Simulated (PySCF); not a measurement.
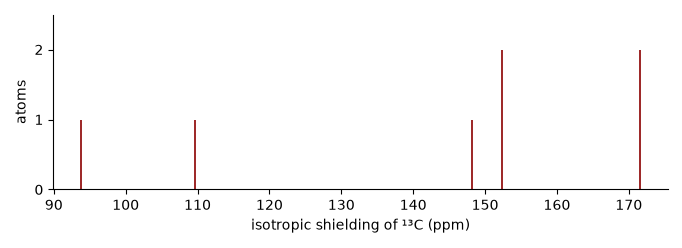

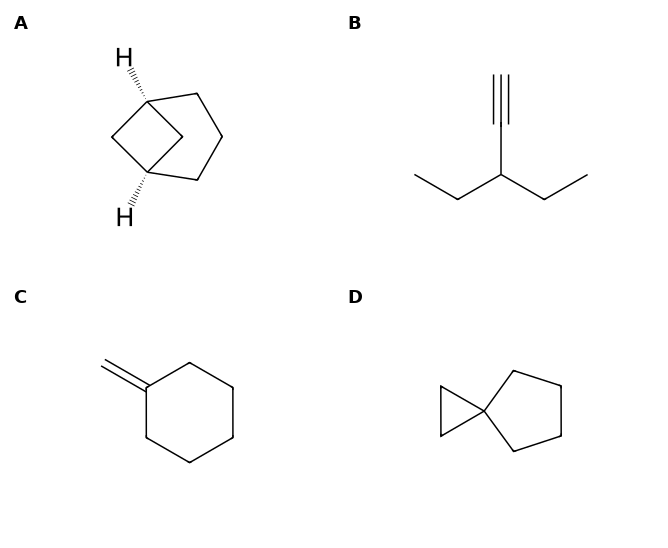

The sticks are computed shieldings of one of the molecules, for one fixed geometry (GFN2-xTB) without averaging over rotations. Low shielding means a high chemical shift. Method: GIAO PBE0/pcSseg-1 NMR shielding, non-relativistic, gas phase (PySCF 2.14.0).

Match the spectrum to a structure.

B, `C#CC(CC)CC`. Its 7 C atoms give lines at 93.8, 109.7, 148.2, 152.3 (2 atoms), 171.5 (2 atoms) ppm.
